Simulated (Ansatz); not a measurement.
The reference is GaAs in the zinc blende structure (space group F-43m, No. 216; a = 5.659 Å).

Structures relaxed with Ansatz (an electronic-structure program) PBEsol, without spin-orbit coupling.

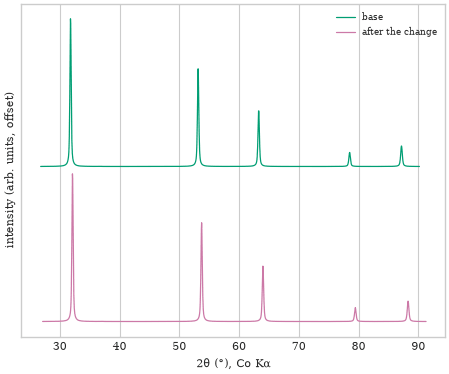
*Simulated powder patterns before (top) and after one change*

**Question.** What was done to the base?
(A) isotropic strain −1.00 %
(B) isotropic strain −2.50 %
(C) isotropic strain +3.00 %
(D) isotropic strain −0.50 %

**Answer.** A, isotropic strain −1.00 %. Its volume per atom is 21.98 Å³ against 22.65 Å³, and its space group is F-43m (No. 216).

Whether these cells are dynamically stable was not tested. The final runs are not spin-polarised.
